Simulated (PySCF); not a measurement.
**C4H7FO2Si (SMILES CO[C@H]1C=C(F)[SiH2]O1): density, localisation and related maps**

```xyz
15

C     2.4295   -0.3001    0.2191
O     1.1337   -0.7300    0.5860
C     0.1620   -0.4858   -0.3747
C    -1.1319   -1.0855    0.0943
C    -2.0867   -0.1901    0.3038
F    -3.3136   -0.5234    0.7391
Si   -1.4350    1.5380   -0.1101
O    -0.0084    0.8951   -0.5925
H     2.4484    0.7786    0.0438
H     2.7682   -0.8177   -0.6859
H     3.0767   -0.5533    1.0554
H     0.4739   -0.9161   -1.3468
H    -1.1828   -2.1471    0.2603
H    -1.2849    2.3914    1.0616
H    -2.0534    2.1540   -1.2753
```

Geometry: GFN2-xTB.

All numbers below come from PySCF, wB97X-D/def2-SVPD, SCF density, gas phase.

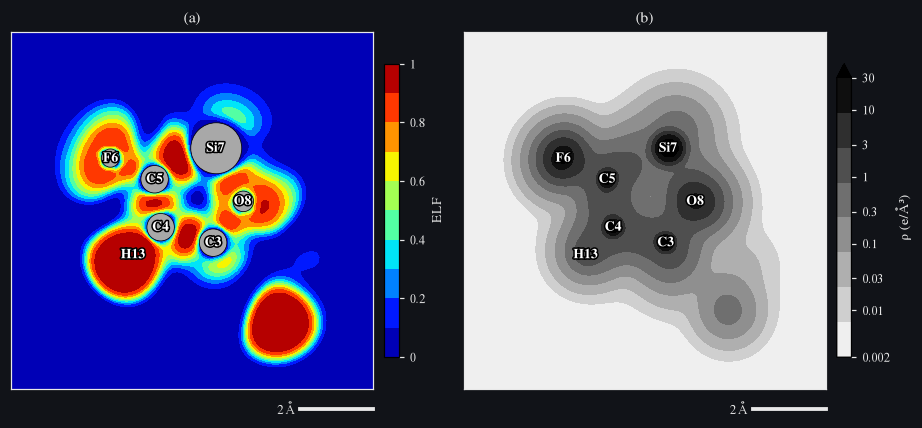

Figure 1. (a) electron localisation function; (b) total electron density on the plane of atoms C3, C4 and C5. Grey discs cover the atomic cores in the ELF map.

### Describe what can be read from this map.

- Atoms in the plane: C, F, Si, O and H.
- C–C (1.33 Å): ρ is about 2.3 e/Å³ halfway; the ELF peaks at about 0.90 between the atoms (a short, multiple covalent bond).
- C–F (1.34 Å): ρ at the midpoint is about 2.3 e/Å³; the ELF peaks at about 0.85 between the atoms (a polar covalent bond).
- C–O (1.41 Å): ρ at the midpoint is about 2.1 e/Å³, with its minimum of 1.8 e/Å³ about 0.5 Å from C; the ELF peaks at about 0.90 between the atoms, as expected for a shared but strongly polarised pair.
- Si–O (1.64 Å): the density is about 1.2 e/Å³ at the midpoint; the ELF peaks at about 0.90 between the atoms, as expected for a shared but strongly polarised pair.
- C–Si (1.89 Å): the density is about 0.93 e/Å³ at the midpoint; the ELF peaks at about 0.95 between the atoms, as expected for localised, covalent bonding.
- The ELF also peaks beside O8 and F6, away from the bonds: lone-pair regions.

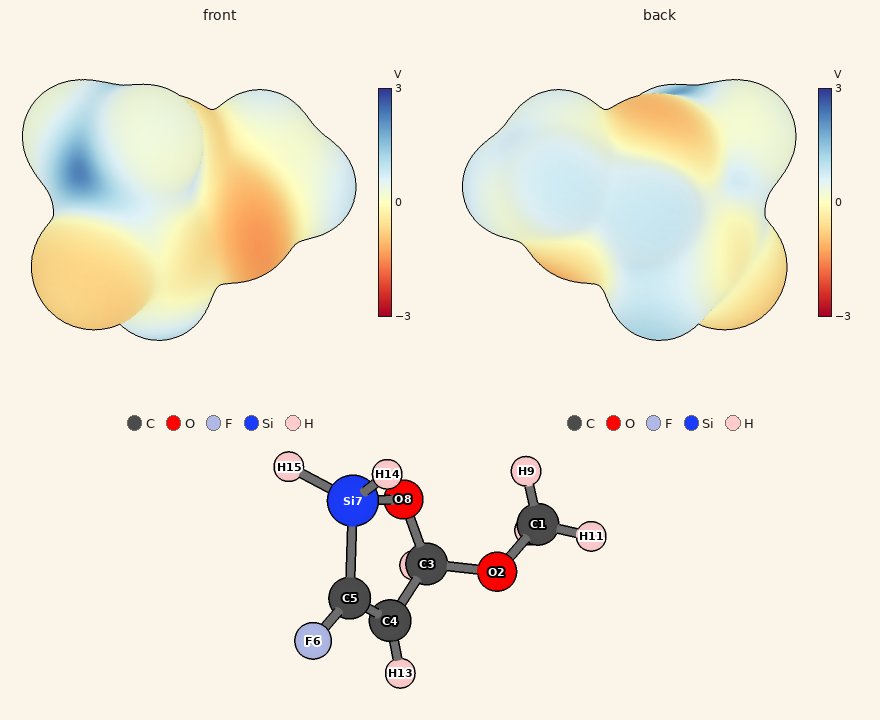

Figure 2. The molecular electrostatic potential painted on the density surface at 0.002 e/bohr³, seen from the front and from behind; red is negative and blue positive. The bare structure is drawn below in the same view.

### Which sites attract a positive test charge, and which a negative one?

A positive charge is drawn to the negative regions and a negative charge to the positive ones. The most negative region (about −1.4 V, or −32 kcal/mol for a unit charge) lies over O2, the most positive (about +2.0 V, or +46 kcal/mol for a unit charge) over Si7. O2 is the likeliest acceptor of a hydrogen bond.
